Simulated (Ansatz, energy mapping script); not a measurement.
## Spin model of GaCo from collinear orders

Aim: the exchange couplings of GaCo from the energies of a few collinear orders, and the ordering temperature that they give.

Main program and level: Ansatz 0.2.0; LDA; plane waves, collinear spin, no spin–orbit coupling.

### 1. Starting point

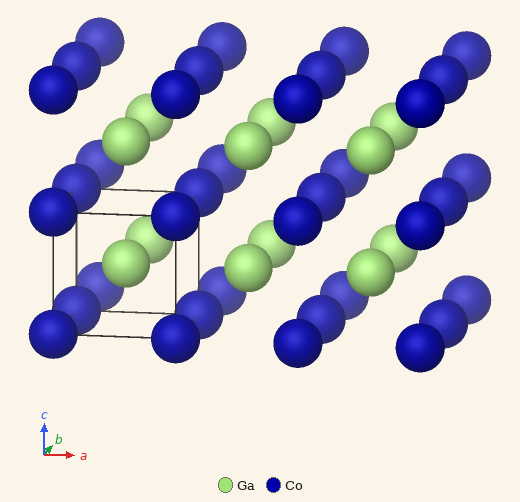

The cell as given, slightly off an axis (gallium green, cobalt blue). 3×2×2 cells are drawn. Some periodic images of atoms are drawn too.

No correction acts on the open shell here, which makes this the cheap baseline.

### 2. Parallel start in cell A (4 atoms)

Each cell gets its own parallel run on the same mesh, so that most of the mesh error cancels in the differences.

input.yaml

```yaml
crystal:
  lattice:
    - [-2.878, 0.0, -2.878]
    - [0.0, -2.878, -2.878]
    - [-2.878, -2.878, 0.0]
  atoms:
    - { symbol: Ga, position: [0.25, 0.25, 0.25] }
    - { symbol: Ga, position: [0.75, 0.75, 0.75] }
    - { symbol: Co, position: [0.5, 0.5, 0.5], spin: 2.0 }
    - { symbol: Co, position: [0.0, 0.0, 0.0], spin: 2.0 }
magnetization:
  spin_polarized: true
kpoints:
  mp_grid: { grid: [12, 12, 12] }
hamiltonian:
  xc: lda
scf:
  occupations: { method: fermi_dirac, width: 0.1 }
output:
  eigenvalues: true
```

Started as:

```bash
$ ansatz run input.yaml --threads 4 --pin off --max-ram 8192MiB --backend cpu --events-out ev --progress --plain --runs-dir out
```

Numbers of over 12 decimals in the logs are rounded to 6 here.

What it wrote:

```text
Engine: ansatz 0.2.0, aarch64-unknown-linux-gnu
Pseudopotentials: kind: paw
Pseudopotential: Ga, paw, valence charge 13, recommended cutoff 420 eV (normal), Ga.paw.azcp
Pseudopotential: Co, paw, valence charge 17, recommended cutoff 420 eV (normal), Co.paw.azcp
Functional definition: SPW92
  exchange = slater_x
  correlation = pw_c
Crystal: 4 atoms, lattice volume = 47.676 Å³
Basis set: ecut = 420 eV, 941 PW (Γ)
Bands: 39, of which v1, the nominal top of the filled ones, is band 30 counted from 1 (29 counted from 0)
Symmetry: 96 space group operations
Space group: Pm-3m (ITA 221), of the structure as read, at distance tolerance 3.6e-5 Å
Magnetic group: BNS 221.92 (UNI 1594), of the structure as read, at distance tolerance 3.6e-5 Å
k-points: 72 of 1728
Non-local potential: Ga, projectors of the file, l = 0: 2, l = 1: 2, l = 2: 3, l = 3: 1
Non-local potential: Co, projectors of the file, l = 0: 3, l = 1: 2, l = 2: 3, l = 3: 1
PAW form: soft (Blöchl's): semilocal exchange-correlation on the pseudo side does not see the compensation charge
PAW frozen core: Ga, regenerated for the run's functional, and the local potential with it (the file was generated under x = pbe(κ = 0.804, μ = 0.219515), c = pbe(β = 0.066725))
PAW frozen core: Co, regenerated for the run's functional, and the local potential with it (the file was generated under x = pbe(κ = 0.804, μ = 0.219515), c = pbe(β = 0.066725))
PAW one-centre angular grid: Ga, 590 points (default); XC on 64 Gauss nodes
PAW one-centre angular grid: Co, 590 points (default); XC on 64 Gauss nodes
Initial density: superposition of atomic densities (chi_scale 0.1, normalization cell)
Starting moments: Σ|m| = 4 μB on 2 of 4 sites
Initial wavefunctions: pseudopotential atomic-orbital guess
Functional: x = slater, c = lda
iter 1 solved again at ethr=2.33e-3 eV; its pass at ethr=3.10e-3 eV (dr2=1.40e0 eV) is discarded
SCF iter   1: F=—  HF=-17538.625564 eV  |F-HF|=—  |Δ(HF+E_count)|=         —  Δρ=1.68e-1 (↑1.68e-1 ↓1.16e-1)  dr2=1.39e0  dr2_m=8.55e0  M=0.766 μB ∫|m|=1.007 μB  β_m=0.30  ethr=2.33e-3  ⟨swp⟩=1.2  Hψ=25574  notcnv=0
Mixer restart at iter 1: flushing history
preconditioner: auto → Kerker (q_TF=auto, 2.835 Å⁻¹)  [metal: Δε(μ)=0.001 eV  Ē_g=13.284 eV  σ=0.100 eV  W_gap=0.00  n_scr=14 (ndim 8)  ℏωp=35.7 eV  f_vac=0.000  D(μ)=3.52/eV (n_scr^D=50)]
spin=Collinear: Kerker preconditioning applied to the charge; magnetization (m = ρ↑ − ρ↓) channel mixes plain (no charge-response kernel on spin).
SCF iter   2: F=—  HF=-17538.526280 eV  |F-HF|=—  |Δ(HF+E_count)|=   9.93e-2  Δρ=1.17e-1 (↑1.03e-1 ↓1.17e-1)  dr2=6.92e-1  dr2_m=5.17e0  M=0.588 μB ∫|m|=0.785 μB  β_m=0.65  ethr=2.32e-3  ⟨swp⟩=2.5  Hψ=8860  notcnv=0
SCF iter   3: F=—  HF=-17541.620785 eV  |F-HF|=—  |Δ(HF+E_count)|=    3.09e0  Δρ=6.53e-2 (↑6.53e-2 ↓1.73e-2)  dr2=9.24e-1  dr2_m=4.21e-1  M=0.204 μB ∫|m|=0.319 μB  β_m=0.63  ethr=1.15e-3  ⟨swp⟩=3.1  Hψ=13169  notcnv=0  defer=138
SCF iter   4: F=—  HF=-17540.968173 eV  |F-HF|=—  |Δ(HF+E_count)|=   6.53e-1  Δρ=1.66e-2 (↑1.17e-2 ↓1.66e-2)  dr2=4.40e-1  dr2_m=5.78e-3  M=0.057 μB ∫|m|=0.101 μB  β_m=0.69  ethr=1.15e-3  ⟨swp⟩=2.8  Hψ=12299  notcnv=0  defer=271
SCF iter   5: F=—  HF=-17540.875008 eV  |F-HF|=—  |Δ(HF+E_count)|=   9.32e-2  Δρ=8.55e-3 (↑8.55e-3 ↓4.93e-3)  dr2=2.89e-2  dr2_m=2.56e-3  M=0.024 μB ∫|m|=0.043 μB  β_m=0.63  ethr=7.33e-4  ⟨swp⟩=2.1  Hψ=9619  notcnv=0  defer=274
SCF iter   6: F=—  HF=-17540.879076 eV  |F-HF|=—  |Δ(HF+E_count)|=   4.07e-3  Δρ=8.67e-3 (↑8.67e-3 ↓6.61e-3)  dr2=5.47e-2  dr2_m=4.94e-4  M=0.018 μB ∫|m|=0.030 μB  β_m=0.82  ethr=4.82e-5  ⟨swp⟩=2.1  Hψ=9745  notcnv=0  defer=272
SCF iter   7: F=—  HF=-17540.890623 eV  |F-HF|=—  |Δ(HF+E_count)|=   1.15e-2  Δρ=1.50e-3 (↑1.46e-3 ↓1.50e-3)  dr2=2.16e-3  dr2_m=9.91e-5  M=0.010 μB ∫|m|=0.015 μB  β_m=0.86  ethr=4.82e-5  ⟨swp⟩=2.0  Hψ=10920  notcnv=0  defer=274
SCF iter   8: F=—  HF=-17540.891529 eV  |F-HF|=—  |Δ(HF+E_count)|=   9.07e-4  Δρ=4.24e-4 (↑4.24e-4 ↓3.01e-4)  dr2=4.08e-5  dr2_m=4.68e-5  M=0.005 μB ∫|m|=0.007 μB  β_m=0.93  ethr=3.60e-6  ⟨swp⟩=2.0  Hψ=6885  notcnv=0  defer=274
SCF iter   9: F=—  HF=-17540.891537 eV  |F-HF|=—  |Δ(HF+E_count)|=   8.03e-6  Δρ=2.73e-4 (↑2.73e-4 ↓1.73e-4)  dr2=7.78e-5  dr2_m=1.20e-6  M=0.001 μB ∫|m|=0.001 μB  β_m=0.97  ethr=6.80e-8  ⟨swp⟩=2.0  Hψ=8679  notcnv=0  defer=274
SCF iter  10: F=—  HF=-17540.891545 eV  |F-HF|=—  |Δ(HF+E_count)|=   8.22e-6  Δρ=7.70e-5 (↑7.70e-5 ↓5.74e-5)  dr2=5.89e-6  dr2_m=4.35e-8  M=0.000 μB ∫|m|=0.000 μB  β_m=0.98  ethr=6.80e-8  ⟨swp⟩=2.0  Hψ=7090  notcnv=0  defer=274
SCF iter  11: F=—  HF=-17540.891545 eV  |F-HF|=—  |Δ(HF+E_count)|=   5.06e-7  Δρ=2.00e-5 (↑1.92e-5 ↓2.00e-5)  dr2=5.45e-7  dr2_m=8.97e-11  M=0.000 μB ∫|m|=0.000 μB  β_m=0.99  ethr=9.81e-9  ⟨swp⟩=2.0  Hψ=7079  notcnv=0  defer=274
SCF iter  12: F=—  HF=-17540.891545 eV  |F-HF|=—  |Δ(HF+E_count)|=   6.04e-8  Δρ=5.27e-6 (↑3.16e-6 ↓5.27e-6)  dr2=2.06e-8  dr2_m=5.23e-10  M=0.000 μB ∫|m|=0.000 μB  β_m=0.74  ethr=9.09e-10  ⟨swp⟩=2.0  Hψ=6644  notcnv=0  defer=274
SCF iter  13: F=-17540.891545 eV  HF=-17540.891545 eV  |F-HF|=2.08e-8  |Δ(HF+E_count)|=  9.57e-10  Δρ=4.37e-6 (↑4.37e-6 ↓3.73e-6)  dr2=2.35e-8  dr2_m=4.77e-11  M=0.000 μB ∫|m|=0.000 μB  ethr=3.44e-11  ⟨swp⟩=5.8  Hψ=18518  notcnv=0
SCF 1 converged in 13 iterations: F = -17540.891545 eV  dr2 = 2.35e-8
  greatest PAW one-centre occupation: 1.002 electrons in one spin orbital (limit 2), on the Co atom at site 3 (counted from 0), in its partial waves of l = 1
WARN: the starting moments were not kept: the SCF closed with an absolute magnetisation of 2.4e-5 μB, where they sum to 4 μB in size (2 sites). That is at most 0.1 of that sum. Measured as dr2_m measures the in/out step, that magnetisation stands 6.4e-10 eV from none, at or under the dr2_threshold of 1.0e-7 eV: it is no larger than a step whose dr2_m would equal this threshold. The system may hold no moment; this SCF [...]
SCF converged after 13 iterations
Magnetization: 0.0000 μB (30.0000 up, 30.0000 down)
Absolute magnetization: 0.0000 μB (∫|ρ↑−ρ↓|, with the PAW one-centre terms)
Spin contamination: 0.0000 ħ² per cell (⟨S²⟩ above its minimum at these occupations)
Per-site moments (μB) at R_I (Å): [(-5.317762279067056e-7, 1.028124), (-5.317762278838543e-7, 1.028124), (1.0663439585986927e-5, 1.028124), (1.0663439585978875e-5, 1.028124)]
Free energy (F): -17540.891545 eV
Harris-Foulkes:  -17540.891545 eV  (|F-HF|=2.08e-8)
Internal energy: -17540.810732 eV  (E = F + TS)
E sigma→0 (E₀):  -17540.851138 eV
Entropy (-TS):   -0.080813 eV (-20.203 meV/atom)
Fermi energy:    16.453281 eV
--- Per-component energies (eV) ---
  E_band       = -450.698111
  E_kinetic    = 1147.854314
  E_local      = -8983.032778  (includes V_loc(G=0)·N_el)
  E_nonlocal   = 1783.571940
  E_hartree    = 3975.622971
  E_xc         = -454.682532
  E_vxc        = -528.940844  (∫ρ·V_xc dr)
  E_paw        = -6739.205106  (= ΣΔE_a)
  E_vpaw       = -1821.410608  (= ΣTr[D̂ρ^β])
  E_aug_tail   = -0.000187  (compensation charges beyond the density's cutoff)
  E_ewald      = -8275.232815
  E_core_change = 4.293461  (= ΣΔE_core)
  E_smearing   = -0.080813  (= −TS)
  E_closure    = 0.000000  (closes the sum)
  Σ components = -17540.891545   (vs F -17540.891545, Δ=0.00e0)
--- Band table (eV; the first three rows and the last of 144) ---
  k-point 0 ↑: bands = [... 26 lower, 15.7875, 16.2729, 16.2729, 16.9589, 20.3818, 20.3818, 20.3818, 21.3239, ... 5 higher]
  k-point 1 ↑: bands = [... 26 lower, 15.7549, 16.1980, 16.1980, 17.1639, 19.1948, 20.0861, 20.0861, 21.4523, ... 5 higher]
  k-point 2 ↑: bands = [... 26 lower, 15.6574, 15.9933, 15.9933, 17.3167, 18.1815, 19.7211, 19.7211, 21.0269, ... 5 higher]
  k-point 71 ↓: bands = [... 26 lower, 15.0237, 15.0237, 15.5346, 15.5346, 16.5297, 16.5297, 21.2763, 21.2763, ... 5 higher]
```

Elapsed: 5.6 s, on 4 threads of Arm Neoverse V2, shared host; peak memory 0.51 GiB.

Reading the cycles: dr2 is the Hartree energy of the density residual (eV), the measure of convergence; HF is the Harris–Foulkes estimate of the energy, which meets the free energy F at convergence.

No atom keeps a moment above 0.05 μB.

The run ends non-magnetic, not as typed: a moment turned or collapsed in the SCF or in the program's search for a lower state.

### 3. Order 2: parallel, cell B of 4 atoms

A new cell needs its own zero of energy.

This run holds the same structure in another cell (a 4.070 → 2.878 Å, b 4.070 → 2.878 Å, c 4.070 → 5.756 Å, α 60.0 → 90.0°, β 60.0 → 90.0°, γ 60.0 → 90.0°).

input.yaml, the sections that differ from step 2:

```yaml
crystal:
  lattice:
    - [2.878, 0.0, 0.0]
    - [0.0, 2.878, 0.0]
    - [0.0, 0.0, 5.756]
  atoms:
    - { symbol: Ga, position: [0.5, 0.5, 0.25] }
    - { symbol: Ga, position: [0.5, 0.5, 0.75] }
    - { symbol: Co, position: [0.0, 0.0, 0.0], spin: 2.0 }
    - { symbol: Co, position: [0.0, 0.0, 0.5], spin: 2.0 }
kpoints:
  mp_grid: { grid: [13, 13, 7] }
# magnetization, hamiltonian, scf, output: as in step 2
```

What it wrote:

```text
[...]
Crystal: 4 atoms, lattice volume = 47.676 Å³
Basis set: ecut = 420 eV, 927 PW (Γ)
Bands: 39, of which v1, the nominal top of the filled ones, is band 30 counted from 1 (29 counted from 0)
Symmetry: 32 space group operations
[...]
k-points: 112 of 1183
[...]
Starting moments: Σ|m| = 4 μB on 2 of 4 sites
[...]
SCF iter  15: F=-17540.890925 eV  HF=-17540.890925 eV  |F-HF|=1.09e-11  |Δ(HF+E_count)|=  4.00e-11  Δρ=1.38e-7 (↑6.22e-8 ↓1.38e-7)  dr2=1.50e-11  dr2_m=7.24e-13  M=0.000 μB ∫|m|=0.000 μB  ethr=1.00e-12  ⟨swp⟩=6.1  Hψ=26495  notcnv=0
SCF 1 converged in 15 iterations: F = -17540.890925 eV  dr2 = 1.50e-11
[...]
SCF converged after 15 iterations
Magnetization: 0.0000 μB (30.0000 up, 30.0000 down)
Absolute magnetization: 0.0000 μB (∫|ρ↑−ρ↓|, with the PAW one-centre terms)
[...]
Per-site moments (μB) at R_I (Å): [(-6.821861033962073e-8, 1.028124), (-6.821861033962073e-8, 1.028124), (1.351361726090358e-6, 1.028124), (1.351361726090358e-6, 1.028124)]
Free energy (F): -17540.890925 eV
[...]
Internal energy: -17540.808571 eV  (E = F + TS)
E sigma→0 (E₀):  -17540.849748 eV
Entropy (-TS):   -0.082354 eV (-20.588 meV/atom)
Fermi energy:    16.455953 eV
[...]
--- Band table (eV; the first three rows and the last of 224) ---
  k-point 0 ↑: bands = [... 26 lower, 15.7880, 15.7880, 15.7882, 15.7943, 16.5863, 21.6293, 21.6293, 21.6293, ... 5 higher]
  k-point 1 ↑: bands = [... 26 lower, 15.7211, 15.7211, 15.7885, 15.7940, 16.6066, 20.8928, 21.8015, 21.8015, ... 5 higher]
  k-point 2 ↑: bands = [... 26 lower, 15.5467, 15.5467, 15.7894, 15.7932, 16.7244, 19.4285, 22.2923, 22.2923, ... 5 higher]
  k-point 111 ↓: bands = [... 26 lower, 16.0992, 16.1682, 16.4529, 16.8217, 17.1131, 17.5931, 18.2933, 18.5563, ... 5 higher]
```

Run time: 8.6 s. Hardware: 4 threads; peak memory 0.59 GiB.

No atom keeps a moment above 0.05 μB.

The run ends non-magnetic, not as typed: a moment turned or collapsed in the SCF or in the program's search for a lower state.

### 4. Run 3 (parallel; cell C, 4 atoms)

A new cell needs its own zero of energy.

This run holds the same structure in another cell (b 2.878 → 4.070 Å, c 5.756 → 4.070 Å).

input.yaml, the sections that differ from step 3:

```yaml
crystal:
  lattice:
    - [-2.878, 0.0, 0.0]
    - [0.0, 2.878, 2.878]
    - [0.0, 2.878, -2.878]
  atoms:
    - { symbol: Ga, position: [0.5, 0.5, 0.0] }
    - { symbol: Ga, position: [0.5, 0.0, 0.5] }
    - { symbol: Co, position: [0.0, 0.0, 0.0], spin: 2.0 }
    - { symbol: Co, position: [0.0, 0.5, 0.5], spin: 2.0 }
kpoints:
  mp_grid: { grid: [13, 10, 10] }
# magnetization, hamiltonian, scf, output: as in step 3
```

What it wrote:

```text
[...]
Crystal: 4 atoms, lattice volume = 47.676 Å³
Basis set: ecut = 420 eV, 929 PW (Γ)
Bands: 39, of which v1, the nominal top of the filled ones, is band 30 counted from 1 (29 counted from 0)
[... 1 set-up line as in the run before ...]
[...]
k-points: 147 of 1300
[...]
Starting moments: Σ|m| = 4 μB on 2 of 4 sites
[...]
k-point 0 ↑: bands = [... 26 lower, 15.2958, 15.7875, 15.7875, 15.7875, 16.2370, 18.7455, 19.6341, 21.6293, ... 5 higher]
  k-point 1 ↑: bands = [... 26 lower, 15.3071, 15.7195, 15.7351, 15.7747, 16.2984, 18.8872, 19.9816, 21.2992, ... 5 higher]
  k-point 2 ↑: bands = [... 26 lower, 15.3402, 15.5179, 15.6030, 15.7380, 16.4889, 19.0253, 20.5276, 20.7387, ... 5 higher]
  k-point 146 ↓: bands = [... 26 lower, 15.2878, 15.2878, 15.3025, 15.3025, 16.2546, 16.2546, 18.8050, 18.8050, ... 5 higher]
[key lines of the parts left out:]
SCF converged after 14 iterations
Magnetization: -0.0000 μB (30.0000 up, 30.0000 down)
Free energy (F): -17540.890922 eV
Fermi energy:    16.453958 eV
```

The job ended after 11 s (4 threads; peak memory 0.66 GiB; 41 s of CPU time).

The run ends non-magnetic, not as typed: a moment turned or collapsed in the SCF or in the program's search for a lower state.

### 5. Order 4: parallel, cell D of 6 atoms

A new cell needs its own zero of energy.

input.yaml

```yaml
crystal:
  lattice:
    - [2.878, 0.0, 2.878]
    - [0.0, -2.878, -2.878]
    - [2.878, 2.878, -2.878]
  atoms:
    - { symbol: Ga, position: [0.333333333, 0.666666667, 0.166666667] }
    - { symbol: Ga, position: [0.666666667, 0.333333333, 0.833333333] }
    - { symbol: Ga, position: [0.0, 0.0, 0.5] }
    - { symbol: Co, position: [0.0, 0.0, 0.0], spin: 2.0 }
    - { symbol: Co, position: [0.333333333, 0.666666667, 0.666666667], spin: 2.0 }
    - { symbol: Co, position: [0.666666667, 0.333333333, 0.333333333], spin: 2.0 }
magnetization:
  spin_polarized: true
kpoints:
  mp_grid: { grid: [11, 11, 8] }
hamiltonian:
  xc: lda
scf:
  occupations: { method: fermi_dirac, width: 0.1 }
output:
  eigenvalues: true
```

What it wrote:

```text
[...]
Crystal: 6 atoms, lattice volume = 71.514 Å³
Basis set: ecut = 420 eV, 1385 PW (Γ)
Bands: 58, of which v1, the nominal top of the filled ones, is band 45 counted from 1 (44 counted from 0)
Symmetry: 36 space group operations
[...]
k-points: 110 of 968
[...]
Starting moments: Σ|m| = 6 μB on 3 of 6 sites
[...]
k-point 0 ↑: bands = [... 41 lower, 15.5785, 15.7879, 15.7886, 15.7886, 19.2447, 19.2447, 19.3874, 19.3874, ... 9 higher]
  k-point 1 ↑: bands = [... 41 lower, 15.7136, 15.7560, 15.7560, 16.3882, 18.6364, 19.3971, 19.3971, 19.4900, ... 9 higher]
  k-point 2 ↑: bands = [... 41 lower, 15.6584, 15.9947, 15.9947, 17.3169, 18.1814, 19.5139, 19.5139, 19.7216, ... 9 higher]
  k-point 109 ↓: bands = [... 41 lower, 15.3966, 15.4508, 15.4508, 15.5869, 16.6001, 16.6622, 16.6622, 22.4975, ... 9 higher]
[key lines of the parts left out:]
SCF converged after 14 iterations
Magnetization: -0.0000 μB (45.0000 up, 45.0000 down)
Free energy (F): -26311.335620 eV
Fermi energy:    16.458410 eV
```

It took 19 s on 4 threads; peak memory 0.89 GiB.

The run ends non-magnetic, not as typed: a moment turned or collapsed in the SCF or in the program's search for a lower state.

### 6. Parallel start in cell E (6 atoms)

The parallel order again, as the reference for this cell.

This run holds the same structure in another cell (a 4.070 → 2.878 Å, b 4.070 → 2.878 Å, c 4.985 → 8.634 Å, γ 120.0 → 90.0°).

input.yaml, the sections that differ from step 5:

```yaml
crystal:
  lattice:
    - [2.878, 0.0, 0.0]
    - [0.0, 2.878, 0.0]
    - [0.0, 0.0, 8.634]
  atoms:
    - { symbol: Ga, position: [0.5, 0.5, 0.166666667] }
    - { symbol: Ga, position: [0.5, 0.5, 0.5] }
    - { symbol: Ga, position: [0.5, 0.5, 0.833333333] }
    - { symbol: Co, position: [0.0, 0.0, 0.0], spin: 2.0 }
    - { symbol: Co, position: [0.0, 0.0, 0.333333333], spin: 2.0 }
    - { symbol: Co, position: [0.0, 0.0, 0.666666667], spin: 2.0 }
kpoints:
  mp_grid: { grid: [13, 13, 5] }
# magnetization, hamiltonian, scf, output: as in step 5
```

What it wrote:

```text
[...]
Crystal: 6 atoms, lattice volume = 71.514 Å³
Basis set: ecut = 420 eV, 1393 PW (Γ)
Bands: 58, of which v1, the nominal top of the filled ones, is band 45 counted from 1 (44 counted from 0)
Symmetry: 48 space group operations
[...]
k-points: 84 of 845
[...]
Starting moments: Σ|m| = 6 μB on 3 of 6 sites
[...]
k-point 0 ↑: bands = [... 41 lower, 15.7877, 15.7877, 15.7922, 15.7922, 16.8132, 16.8132, 21.6293, 21.6293, ... 9 higher]
  k-point 1 ↑: bands = [... 41 lower, 15.7293, 15.7879, 15.7910, 15.7932, 16.6345, 17.3118, 20.9768, 21.7796, ... 9 higher]
  k-point 2 ↑: bands = [... 41 lower, 15.5740, 15.7887, 15.7898, 15.7937, 16.5897, 18.2883, 19.6312, 22.2104, ... 9 higher]
  k-point 83 ↓: bands = [... 41 lower, 16.2096, 16.2195, 16.3281, 16.3677, 16.6997, 17.1228, 18.5974, 18.7412, ... 9 higher]
[key lines of the parts left out:]
SCF converged after 14 iterations
Magnetization: -0.0000 μB (45.0000 up, 45.0000 down)
Free energy (F): -26311.336706 eV
Fermi energy:    16.454492 eV
```

The job ended after 15 s (4 threads; peak memory 0.78 GiB).

The run ends non-magnetic, not as typed: a moment turned or collapsed in the SCF or in the program's search for a lower state.

### 7. The fit

Each energy difference is a sum of couplings weighted by the pairs that the order reverses. A few near shells are fitted to the differences by least squares. Energies are those extrapolated to zero occupation width, not the free energies F.

Energies from the parallel order of the same cell:

| order | atoms | energy (meV a magnetic atom) | moments (μB) | moments kept as typed |
| --- | --- | --- | --- | --- |
| parallel in cell A (typed; ended non-magnetic) | 4 | - | 0.00 | no |
| parallel in cell B (typed; ended non-magnetic) | 4 | - | 0.00 | no |
| parallel in cell C (typed; ended non-magnetic) | 4 | - | 0.00 | no |
| parallel in cell D (typed; ended non-magnetic) | 6 | - | 0.00 | no |
| parallel in cell E (typed; ended non-magnetic) | 6 | - | 0.00 | no |

No pair of orders in one cell converged with its signs kept, so no coupling can be fitted.

### 8. Results

| Item | Value |
| --- | --- |
| couplings | not obtained |

What this shows: Only parallel starts were run, since none kept its moments as typed; they end non-magnetic.

[Logs and program files are shortened in this print: banners, set-up blocks, solver, clock and traceback lines can be left out without a mark of their own.]

[Logs are printed without paths, hosts, clocks, repeated set-up lines and the standing remarks that a program may print on its own settings, such as how far it seeks lower states.]

[Hosts, paths, dates, database ids (printed as entryN), source tags and the programs' standing remarks are cut or masked in the printed files.]

[Where a cell is said to come from a database of computed structures, the database is the Materials Project.]
